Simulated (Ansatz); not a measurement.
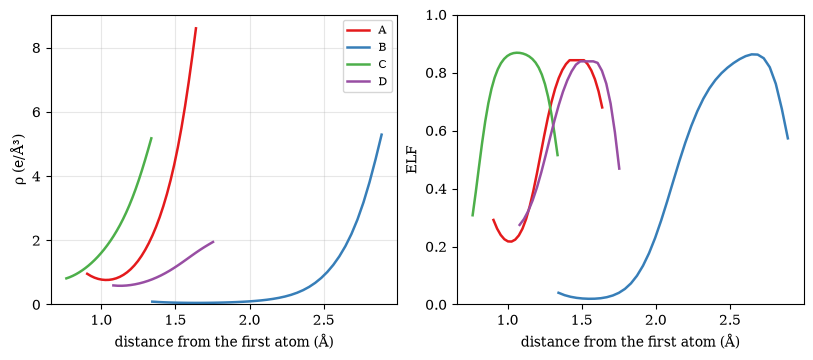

Cl₃FHf···H₄OSi. Electron density and ELF along straight lines between neighbouring atoms. The curves leave out the atomic cores.

Core potentials replace the inner electrons of Hf; not at a stationary point (largest force 1.0 eV/Å).

Method: RKS PBE/def2-SVP (Ansatz).

```xyz
11

Hf    0.4771    0.1396   -0.2231
F     0.0228   -0.1338    1.6597
Cl    2.8135    0.1683   -0.2940
Cl   -0.2053    2.2004   -1.1089
Cl   -0.1944   -1.6719   -1.5572
O    -2.6084   -0.0038    0.8100
Si   -3.9118   -1.0192    0.4189
H    -3.4867   -2.4539    0.2676
H    -4.9772   -0.9429    1.4823
H    -4.4388   -0.4930   -0.8801
H    -2.0978   -0.2226    1.6304
```

Question: Which curve belongs to which contact (Hf–Cl, Hf–F, Hf–O and Si–O)? The first atom named is at distance zero.

Answer: Curve A: Hf–F (1.96 Å): the density is about 0.8 e/Å³ at the midpoint; the ELF peaks at about 0.85 in the valence shell of F, 0.5 Å from its nucleus, and drops to about 0.20 between the two atoms. Curve B: Hf1···O6 (3.26 Å): the density falls to about 0.05 e/Å³ on the way; the ELF dips to about 0 between them. Curve C: Si–O (1.70 Å): ρ at the midpoint is about 1 e/Å³; the ELF peaks at about 0.85 between the atoms, as expected for a shared but strongly polarised pair. Curve D: Hf–Cl (2.34 Å): ρ at the midpoint is about 0.59 e/Å³; the ELF peaks at about 0.85 in the valence shell of Cl, 0.8 Å from its nucleus, and is about 0.35 at the midpoint.
